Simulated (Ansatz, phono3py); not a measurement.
# NaI (Fm-3m): solver, mesh and scattering choices in phono3py, part 4 of 5

Wanted: the sensitivity of κ of NaI to the choices of the transport step.

Experimental results on record:
- thermal conductivity 1.8 W/m/K near room temperature (given in “Combining the AFLOW GIBBS and Elastic Libraries to efficiently and robustly screen thermo-mechanical properties of solids”, 2017, arXiv:1611.05714)
- thermal conductivity 1.8 W/m/K near room temperature (given in “Predicting the lattice thermal conductivity of solids by solving the Boltzmann transport equation: AFLOW - AAPL an automated, accurate and efficient framework”, 2017, arXiv:1611.05481)

phono3py 4.10.0; DFT LDA, scalar-relativistic, plane waves, PAW; phono3py on Ansatz's force constants.

So far, κ at 300 K (W/m/K): step 2 (relaxation-time solution) 4.04; step 15 (boundary mean free path 0.03 micrometre) 1.96; step 16 (solver LBTE) 4.32; step 17 (solver RTA with coherences (SMM19)) 4.09; step 18 (delta function Gaussian, sigma 0.05 THz) 3.83.

### 19. Gaussian smearing, third order supercell 3×3×3, supercell 6×6×6 (run 2)

A Gaussian replaces the tetrahedron method for energy conservation; its width must match the mesh.

phono3py.yaml reads:

```yaml
phono3py:
  version: "4.10.0"
  frequency_unit_conversion_factor: 15.633302
  symmetry_tolerance: 1.00000e-05

physical_unit:
  atomic_mass: "AMU"
  length: "angstrom"

space_group:
  type: "Fm-3m"
  number: 225
  Hall_symbol: "-F 4 2 3"

primitive_matrix:
- [  1.000000000000000,  0.000000000000000,  0.000000000000000 ]
- [  0.000000000000000,  1.000000000000000,  0.000000000000000 ]
- [  0.000000000000000,  0.000000000000000,  1.000000000000000 ]

supercell_matrix:
- [   3,   0,   0 ]
- [   0,   3,   0 ]
- [   0,   0,   3 ]

# [primitive_cell block left out]
unit_cell:
  lattice:
  - [     0.000000000000000,     3.130543232700000,     3.130543232700000 ] # a
  - [     3.130543232700000,     0.000000000000000,     3.130543232700000 ] # b
  - [     3.130543232700000,     3.130543232700000,     0.000000000000000 ] # c
  points:
  - symbol: Na # 1
    coordinates: [  0.000000000000000,  0.000000000000000,  0.000000000000000 ]
    mass: 22.989769
    reduced_to: 1
  - symbol: I # 2
    coordinates: [  0.500000000000000,  0.500000000000000,  0.500000000000000 ]
    mass: 126.904470
    reduced_to: 2

# [supercell block left out]
phonon_supercell_matrix:
- [   6,   0,   0 ]
- [   0,   6,   0 ]
- [   0,   0,   6 ]

# [phonon_primitive_cell block left out]
# [phonon_supercell block left out]
nac:
  born_effective_charge:
  - # 1 (Na)
    - [  1.165172882023849,  0.000000000000000,  0.000000000000000 ]
    - [  0.000000000000000,  1.165172882023849,  0.000000000000000 ]
    - [  0.000000000000000,  0.000000000000000,  1.165172882023849 ]
  - # 2 (I)
    - [ -1.165172882023849,  0.000000000000000,  0.000000000000000 ]
    - [  0.000000000000000, -1.165172882023849,  0.000000000000000 ]
    - [  0.000000000000000,  0.000000000000000, -1.165172882023849 ]
  dielectric_constant:
    - [  3.615323588478362,  0.000000000000000,  0.000000000000000 ]
    - [  0.000000000000000,  3.615323588478362,  0.000000000000000 ]
    - [  0.000000000000000,  0.000000000000000,  3.615323588478362 ]
  unit_conversion_factor: 14.399645
```

Run with:

```sh
> phono3py phono3py.yaml --mesh 17 17 17 --br --isotope --sigma 0.2 --ts 100 300
```

The log of the run:

```text
[banner, memory and clock lines left out]
Rust backend (phonors) using rayon (16 threads).
Running in phono3py.load mode.
Spglib version 2.8.0
----------------------------- General settings -----------------------------
Run mode: conductivity-RTA
HDF5 data compression filter: gzip
Crystal structure was read from "phono3py.yaml".
Supercell (dim): [3 3 3]
Phonon supercell (dim-fc2): [6 6 6]
Primitive matrix:
  [1. 0. 0.]
  [0. 1. 0.]
  [0. 0. 1.]
Spacegroup: Fm-3m (225)
Use -v option to watch primitive cell, unit cell, and supercell structures.
[...]
Number of triplets: 1305
Frequency     group velocity (x, y, z)     |gv|
[...]
4.151   (  -0.000    1.953    0.243)    1.968
   4.213   (   0.000   -0.737   -6.587)    6.628
=================== End of collection of collisions ===================
----------- Thermal conductivity (W/m-k) for sigma=0.2 -----------
#  T(K)        xx         yy         zz         yz         xz         xy
  100.0      11.306     11.306     11.306     -0.000     -0.000      0.000
  300.0       3.305      3.305      3.305     -0.000     -0.000      0.000

Thermal conductivity related properties and sigma 0.2
were written into "kappa-m171717-s0.2.hdf5".
Summary of calculation was written in "phono3py.yaml".
```

Wall time 7.5 s (16 threads of Intel Xeon 6975P-C (Granite Rapids), shared host); peak memory 0.21 GiB.

This step gave:

| Item | Value |
| --- | --- |
| κ at 300 K | 3.305 W/m/K |
| κ xx, yy, zz at 300 K | 3.305, 3.305, 3.305 W/m/K |

With a width of 0.2 THz κ at 300 K is 3.31 W/(m K), -18.2 % from the tetrahedron value.

For the κ at 300 K, step 18 gave 3.83 W/m/K; this run, with sigma 0.2 THz, gives 3.31 W/m/K (-14 %).

### 20. Two-phonon phase space, third order supercell 3×3×3, supercell 6×6×6

The two-phonon density of states counts the channels open to a mode, without matrix elements.

phono3py.yaml is that of step 19.

Run with:

```sh
> phono3py phono3py.yaml --mesh 19 19 19 --jdos --gp 0 --num-freq-points 80
```

The log of the run:

```text
[banner, memory and clock lines left out]
Rust backend (phonors) using rayon (16 threads).
Running in phono3py.load mode.
Spglib version 2.8.0
----------------------------- General settings -----------------------------
Run mode: jdos
HDF5 data compression filter: gzip
Crystal structure was read from "phono3py.yaml".
Supercell (dim): [3 3 3]
Phonon supercell (dim-fc2): [6 6 6]
Primitive matrix:
  [1. 0. 0.]
  [0. 1. 0.]
  [0. 0. 1.]
Spacegroup: Fm-3m (225)
Use -v option to watch primitive cell, unit cell, and supercell structures.
NAC parameters were read from "phono3py.yaml".
fc3 was read from "fc3.hdf5".
fc2 was read from "fc2.hdf5".
----------------------------- Force constants ------------------------------
Max drift of fc3: 0.00000000 (zzz) 0.00000000 (zzz) 0.00000000 (zzz)
Max drift of fc2: -0.00000000 (xx) -0.00000000 (xx)
--------------------------- Calculation settings ---------------------------
Non-analytical term correction (NAC): True
NAC unit conversion factor:  14.39964
BZ integration: Tetrahedron-method
Cutoff frequency: 0.01
Number of frequency sampling points: 80
Mesh sampling: [ 19 19 19 ]
Generating grid system ... [ 19 19 19 ]
  PRB 50, 13035(R) (1994), PRB 55, 10355 (1997)
  G-cutoff distance: 1.05, Number of G-points: 307, Lambda: 0.21
--------------------------------- Joint DOS ---------------------------------
Running harmonic phonon calculations...
======================= Grid point 0 (1/1) =======================
q-point: ( 0.00  0.00  0.00)
Number of triplets: 220
Frequency
   0.000
   0.000
   0.000
   3.917
   3.917
   3.917
Tetrahedron method is used.
Calculations at 80 frequency points are divided into 8 batches.
1/8: [ 1  2  3  4  5  6  7  8  9 10]
2/8: [11 12 13 14 15 16 17 18 19 20]
3/8: [21 22 23 24 25 26 27 28 29 30]
4/8: [31 32 33 34 35 36 37 38 39 40]
5/8: [41 42 43 44 45 46 47 48 49 50]
6/8: [51 52 53 54 55 56 57 58 59 60]
7/8: [61 62 63 64 65 66 67 68 69 70]
8/8: [71 72 73 74 75 76 77 78 79 80]
JDOS is written into "jdos-m191919-g0.dat".
```

Run time: 2.6 s. Hardware: 16 threads; peak memory 0.21 GiB; 3.2 s of CPU time.

The joint density of states at Gamma has structure finer than the step of the table below, so its rows give means over 0.5 THz, whole bins alone (the curve runs from 0 to 10.9 THz). Peaks (THz: height): absorption class 0.14: 18.5, 2.34: 15.5; decay class 3.17: 7.54, 5.79: 13.2, 7.86: 7.08.

Joint density of states at Gamma against frequency; means over each step:

```
frequency (THz)  absorption class (1/THz)  decay class (1/THz)
            0.5                      11.9               0.0321
            1.0                      4.55                0.141
            1.5                      3.96                0.376
            2.0                      8.10                0.926
            2.5                      12.8                 1.99
            3.0                      7.90                 4.86
            3.5                      2.93                 5.80
            4.0                      1.16                 2.97
            4.5                     0.432                 1.59
            5.0                     0.107                 4.34
            5.5                         0                 11.9
            6.0                         0                 11.2
            6.5                         0                 4.46
            7.0                         0                 2.29
            7.5                         0                 2.64
            8.0                         0                 5.87
            8.5                         0                 5.03
            9.0                         0                 3.47
            9.5                         0                0.582
           10.0                         0                0.362
           10.5                         0                0.353
```

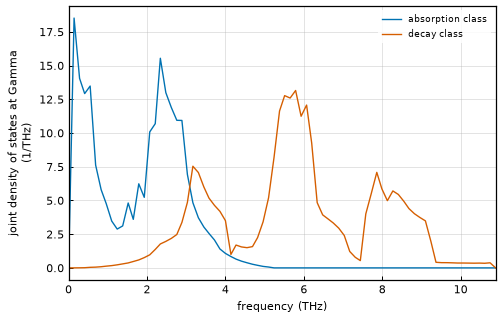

Joint density of states at Gamma, plotted against frequency.

### 21. Without the dipole term, third order supercell 3×3×3, supercell 6×6×6

Dropping the dipole term tests how much its part of the interpolation matters for κ.

phono3py.yaml is that of step 20.

Run with:

```sh
> phono3py phono3py.yaml --mesh 17 17 17 --br --isotope --nonac --ts 100 300
```

The log of the run:

```text
Rust backend (phonors) using rayon (16 threads).
Running in phono3py.load mode.
Spglib version 2.8.0
----------------------------- General settings -----------------------------
Run mode: conductivity-RTA
HDF5 data compression filter: gzip
Crystal structure was read from "phono3py.yaml".
Supercell (dim): [3 3 3]
Phonon supercell (dim-fc2): [6 6 6]
Primitive matrix:
  [1. 0. 0.]
  [0. 1. 0.]
  [0. 0. 1.]
Spacegroup: Fm-3m (225)
Use -v option to watch primitive cell, unit cell, and supercell structures.
fc3 was read from "fc3.hdf5".
fc2 was read from "fc2.hdf5".
----------------------------- Force constants ------------------------------
Max drift of fc3: 0.00000000 (zzz) 0.00000000 (zzz) 0.00000000 (zzz)
Max drift of fc2: -0.00000000 (xx) -0.00000000 (xx)
--------------------------- Calculation settings ---------------------------
BZ integration: Tetrahedron-method
Temperature:  100.0  300.0
Cutoff frequency: 0.01
Mesh sampling: [ 17 17 17 ]
Generating grid system ... [ 17 17 17 ]
fc3-r2q-transformation over three atoms: True
--------------------------- Phonon calculations ----------------------------
Running harmonic phonon calculations...
-------------------- Lattice thermal conductivity (RTA) --------------------
Running heat capacity calculations...
Running velocity calculations...
Running isotope scattering calculations with tetrahedron method...
======================= Grid point 0 (1/165) =======================
q-point: ( 0.00  0.00  0.00)
Boundary mean free path (millimeter): 1000.000
Mass variance parameters: 0.00e+00 0.00e+00
Number of triplets: 165
Frequency     group velocity (x, y, z)     |gv|
   0.000   (   0.000    0.000    0.000)    0.000
   0.000   (   0.000    0.000    0.000)    0.000
   0.000   (   0.000    0.000    0.000)    0.000
   3.917   (   0.000    0.000    0.000)    0.000
   3.917   (   0.000    0.000    0.000)    0.000
   3.917   (   0.000    0.000    0.000)    0.000
======================= Grid point 1 (2/165) =======================
q-point: ( 0.06  0.00  0.00)
Boundary mean free path (millimeter): 1000.000
Mass variance parameters: 0.00e+00 0.00e+00
Number of triplets: 489
Frequency     group velocity (x, y, z)     |gv|
   0.307   ( -10.729   10.729   10.729)   18.583
   0.307   ( -10.729   10.729   10.729)   18.583
   0.446   ( -15.596   15.596   15.596)   27.014
   3.915   (   0.173   -0.173   -0.173)    0.299
   3.915   (   0.173   -0.173   -0.173)    0.299
   4.273   ( -22.414   22.414   22.414)   38.823
[162 grid points left out]
======================= Grid point 1322 (165/165) =======================
q-point: ( 0.71  0.47  0.24)
Boundary mean free path (millimeter): 1000.000
Mass variance parameters: 0.00e+00 0.00e+00
Number of triplets: 1305
Frequency     group velocity (x, y, z)     |gv|
   1.464   (   0.000    5.637    0.433)    5.654
   1.545   (  -0.000   -5.612   -5.296)    7.717
   2.001   (   0.000    2.798   -0.392)    2.825
   4.086   (   0.000   -0.507    5.964)    5.986
   4.147   (  -0.000    2.056    0.423)    2.099
   4.212   (   0.000   -0.938   -6.450)    6.518
=================== End of collection of collisions ===================
----------- Thermal conductivity (W/m-k) with tetrahedron method -----------
#  T(K)        xx         yy         zz         yz         xz         xy
  100.0      14.168     14.168     14.168     -0.000     -0.000      0.000
  300.0       4.122      4.122      4.122     -0.000     -0.000      0.000

Thermal conductivity related properties were written into
"kappa-m171717.hdf5".
Summary of calculation was written in "phono3py.yaml".
```

It took 9.2 s on 16 threads; peak memory 0.21 GiB; 91 s of CPU time.

This step gave:

- κ at 300 K: 4.122 W/m/K
- κ xx, yy, zz at 300 K: 4.122, 4.122, 4.122 W/m/K

W/m/K. Kappa, by row:

```
T (K)     xx     yy     zz  yz  xz  xy
  100  14.17  14.17  14.17   0   0   0
  300  4.122  4.122  4.122   0   0   0
```

κ at 300 K goes from 4.04 to 4.12 W/(m K). Only the interpolation between the solved wavevectors changes, and the fewer these are, the more it matters.

### 22. A changed mass, third order supercell 3×3×3, supercell 6×6×6

Changing one mass at fixed force constants separates the effect of mass from that of bonding.

phono3py.yaml is that of step 21.

Run with:

```sh
> phono3py phono3py.yaml --mesh 17 17 17 --br --mass 28.737 126.904 --ts 100 300
```

The log of the run:

```text
[banner, memory and clock lines left out]
Rust backend (phonors) using rayon (16 threads).
Running in phono3py.load mode.
Spglib version 2.8.0
----------------------------- General settings -----------------------------
Run mode: conductivity-RTA
HDF5 data compression filter: gzip
Crystal structure was read from "phono3py.yaml".
Supercell (dim): [3 3 3]
Phonon supercell (dim-fc2): [6 6 6]
Primitive matrix:
  [1. 0. 0.]
  [0. 1. 0.]
  [0. 0. 1.]
Spacegroup: Fm-3m (225)
Use -v option to watch primitive cell, unit cell, and supercell structures.
NAC parameters were read from "phono3py.yaml".
fc3 was read from "fc3.hdf5".
fc2 was read from "fc2.hdf5".
----------------------------- Force constants ------------------------------
Max drift of fc3: 0.00000000 (zzz) 0.00000000 (zzz) 0.00000000 (zzz)
Max drift of fc2: -0.00000000 (xx) -0.00000000 (xx)
--------------------------- Calculation settings ---------------------------
Non-analytical term correction (NAC): True
NAC unit conversion factor:  14.39964
BZ integration: Tetrahedron-method
Temperature:  100.0  300.0
Cutoff frequency: 0.01
Mesh sampling: [ 17 17 17 ]
Generating grid system ... [ 17 17 17 ]
fc3-r2q-transformation over three atoms: True
--------------------------- Phonon calculations ----------------------------
  PRB 50, 13035(R) (1994), PRB 55, 10355 (1997)
  G-cutoff distance: 1.05, Number of G-points: 307, Lambda: 0.21
Running harmonic phonon calculations...
-------------------- Lattice thermal conductivity (RTA) --------------------
Running heat capacity calculations...
Running velocity calculations...
======================= Grid point 0 (1/165) =======================
q-point: ( 0.00  0.00  0.00)
Boundary mean free path (millimeter): 1000.000
Number of triplets: 165
Frequency     group velocity (x, y, z)     |gv|
   0.000   (   0.000    0.000    0.000)    0.000
   0.000   (   0.000    0.000    0.000)    0.000
   0.000   (   0.000    0.000    0.000)    0.000
   3.570   (   0.000    0.000    0.000)    0.000
   3.570   (   0.000    0.000    0.000)    0.000
   3.570   (   0.000    0.000    0.000)    0.000
======================= Grid point 1 (2/165) =======================
q-point: ( 0.06  0.00  0.00)
Boundary mean free path (millimeter): 1000.000
Number of triplets: 489
Frequency     group velocity (x, y, z)     |gv|
   0.299   ( -10.495   10.495   10.495)   18.177
   0.299   ( -10.495   10.495   10.495)   18.177
   0.439   ( -15.399   15.399   15.399)   26.672
   3.562   (   0.489   -0.489   -0.489)    0.848
   3.562   (   0.489   -0.489   -0.489)    0.848
   4.925   (   0.241   -0.241   -0.241)    0.417
[162 grid points left out]
======================= Grid point 1322 (165/165) =======================
q-point: ( 0.71  0.47  0.24)
Boundary mean free path (millimeter): 1000.000
Number of triplets: 1305
Frequency     group velocity (x, y, z)     |gv|
   1.456   (  -0.000    5.447    0.448)    5.465
   1.528   (   0.000   -4.809   -4.565)    6.631
   1.996   (  -0.000    3.037   -0.383)    3.061
   3.664   (   0.000   -0.655    3.400)    3.462
   3.788   (  -0.000    1.785    0.245)    1.802
   3.823   (   0.000   -1.112   -3.421)    3.597
=================== End of collection of collisions ===================
----------- Thermal conductivity (W/m-k) with tetrahedron method -----------
#  T(K)        xx         yy         zz         yz         xz         xy
  100.0      10.717     10.717     10.717     -0.000     -0.000      0.000
  300.0       3.251      3.251      3.251     -0.000     -0.000      0.000

Thermal conductivity related properties were written into
"kappa-m171717.hdf5".
Summary of calculation was written in "phono3py.yaml".
```

Wall time 7.5 s (16 threads); peak memory 0.21 GiB; 69 s of CPU time.

This step gave:

* κ at 300 K: 3.251 W/m/K
* κ xx, yy, zz at 300 K: 3.251, 3.251, 3.251 W/m/K

W/m/K. Kappa, by row:

```
T (K)     xx     yy     zz  yz  xz  xy
  100  10.72  10.72  10.72   0   0   0
  300  3.251  3.251  3.251   0   0   0
```

Without isotope scattering in either run, κ at 300 K goes from 4.04 to 3.25 W/(m K).

(Part 4 of 5 ends here.)

[Logs are printed without paths, hosts, clocks, repeated set-up lines and the standing remarks that a program may print on its own settings, such as how far it seeks lower states.]

[Hosts, paths, dates, database ids (printed as entryN), source tags and the programs' standing remarks are cut or masked in the printed files.]

[A step with changed settings may run another functional than the one named; its input shows which.]
